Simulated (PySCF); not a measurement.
**BF₃H₂O₄Si₂ (SMILES OB(O)O[Si]O[Si](F)(F)F): density, localisation and related maps**

```xyz
12

Si    0.5837   -1.2163   -1.9747
O     1.5919   -0.3046   -0.9980
B     1.3992    0.6343   -0.0083
O     2.3477    0.8773    0.9300
O     0.2234    1.3223    0.0032
O    -0.8654   -1.1658   -1.1185
Si   -1.8447   -0.6952    0.0796
F    -2.5680    0.6975   -0.1946
F    -3.0035   -1.7835    0.2382
F    -1.1024   -0.6428    1.4971
H     3.1218    0.3177    0.8133
H     0.1545    1.9274    0.7491
```

Geometry: PBE0-D3(BJ)/def2-SVP.

Computed with PySCF 2.14.0, PBE0/pcSseg-1, SCF density, gas phase, non-relativistic.

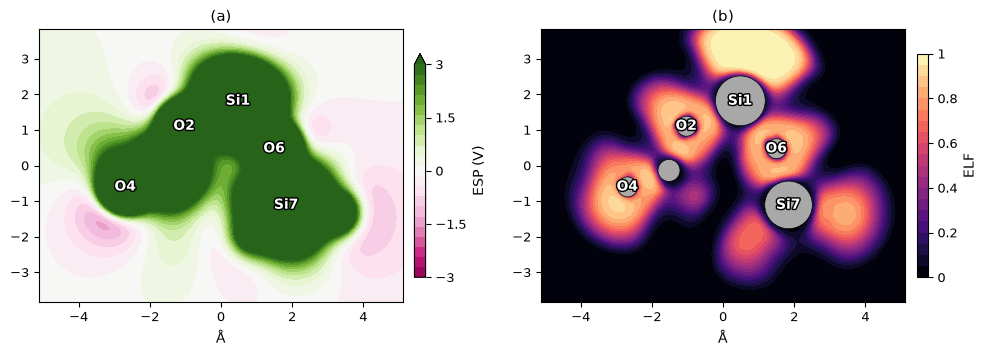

Figure 1. (a) molecular electrostatic potential; (b) ELF on the plane of atoms O2, Si1 and O6. Grey discs cover the atomic cores in the ELF map.

Describe what can be read from this map.

Answer. The plane passes through Si and O nuclei. Si–O (1.62 Å): the ELF peaks at about 0.85 between the atoms; a polar covalent bond. Si–O (1.67 Å): the ELF peaks at about 0.85 between the atoms: a shared but strongly polarised pair. The ELF also peaks beside F9, O4, O6, O2 and Si1, away from the bonds: lone-pair regions. Outside the dense part of the molecule the potential is most negative (−1.3 V) near O4.

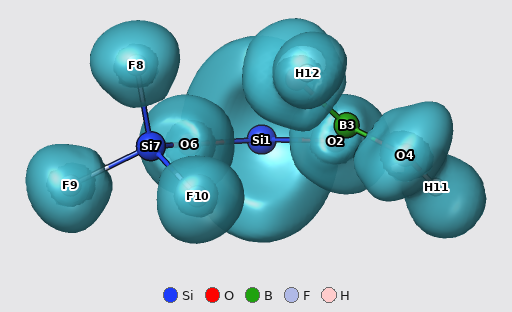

Figure 2. Isosurface of the ELF at 0.75 (cyan), seen from one side. Only the valence region is drawn (cores and ρ < 0.01 e/Å³ removed).

Identify the bonds, lone pairs and shells in this picture.

Answer. The surface consists of one region on O in which the atom's valence shell and bonds are merged, one lobe on Si, pointing away from the bonds (lone pairs), three regions wrapped around F (its lone pairs, merged into a ring or cap), one region wrapped around O (its lone pairs, merged into a ring or cap) and two joined regions spread over several atoms (H, O), in which their bonds and any lone pairs are merged. Profiles from the grid: B–O (1.36 Å): the ELF peaks at about 0.90 between the atoms, as expected for a short, strongly polar bond. Si–F (1.59 Å): the ELF peaks at about 0.80 in the valence shell of F, 0.6 Å from its nucleus, and is about 0.55 at the midpoint.

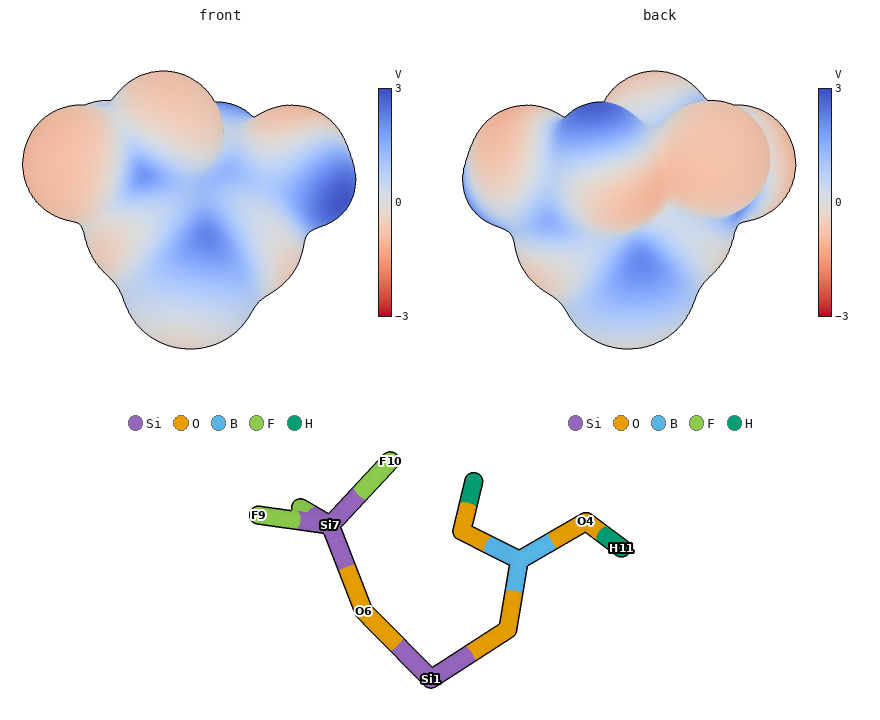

Figure 3. The molecular electrostatic potential painted on the density surface at 0.002 e/bohr³, seen from the front and from behind; the colour scale runs from red (negative) to blue (positive). The bare structure is drawn below in the same view.

Which sites attract a positive test charge, and which a negative one?

Answer. A positive charge is drawn to the negative regions and a negative charge to the positive ones. The most negative region (about −0.9 V) lies over O4, O5 and F8, the most positive (about +2.7 V) over H11 and H12.
